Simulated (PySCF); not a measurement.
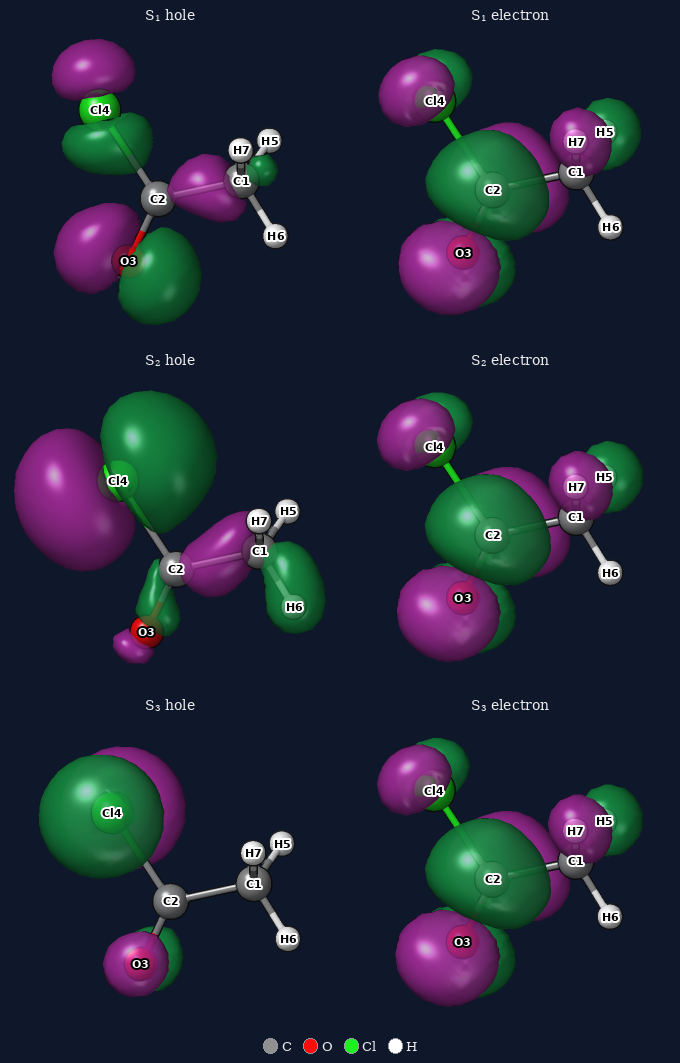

Figure. C2H3ClO, SMILES `CC(=O)Cl`. Leading natural transition orbitals (TDA singlet states).

Computed with PySCF, CAM-B3LYP/6-31+G*, geometry: GFN2-xTB. No frequency check shows the geometry to be a minimum. GFN2-xTB bond lengths at metals and heavier atoms can be off by up to 0.1 Å and shapes distorted, which carries into these values.

> Describe these excited states.

By state:
- S₁: 5.24 eV (237 nm), f = 0.000 (very weak), n → π*; the leading pair carries 100 %; hole on O3 (62 %), Cl4 (20 %) and C2 (10 %), electron on C2 (45 %), O3 (33 %) and Cl4 (10 %); their centroids lie 0.4 Å apart.
- S₂: 6.85 eV (181 nm), f = 0.000 (dark), n → π*; the leading pair carries 100 %; hole on Cl4 (84 %) and C1 and C2 (5 % each), electron on C2 (44 %), O3 (32 %) and Cl4 (11 %); their centroids lie 1.6 Å apart.
- S₃: 7.22 eV (172 nm), f = 0.009; the leading pair carries 73 %; hole on Cl4 (68 %), O3 (22 %) and C2 (6 %), electron on C2 (40 %), O3 (26 %) and Cl4 (22 %) (shares are of the whole state, not of the leading pair alone); their centroids lie 0.8 Å apart.
